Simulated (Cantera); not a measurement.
A closed system holds: 1 mol K2CO3, 0.57 mol C, 19 mol O2, held at 0.160 bar.

Cantera equilibrium calculation (NASA polynomials, part measured and part estimated; ideal gas, pure solids and liquids). Candidate condensed phases: C, K, KO2, K2CO3, K2O, K2O2; 15 gas species. Equilibrium is a limit: real reactors are often held back by kinetics, nucleation or transport.

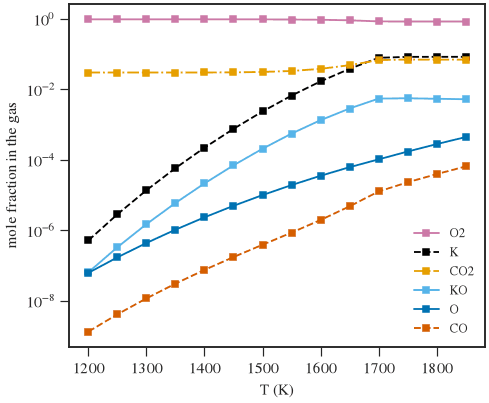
Equilibrium gas composition (values under 1e-9 drawn at 1e-9)

From 1200 K to 1700 K the condensed part is K2CO3(l). From 1750 K to 1850 K nothing is condensed. The main K-bearing gas is K throughout.
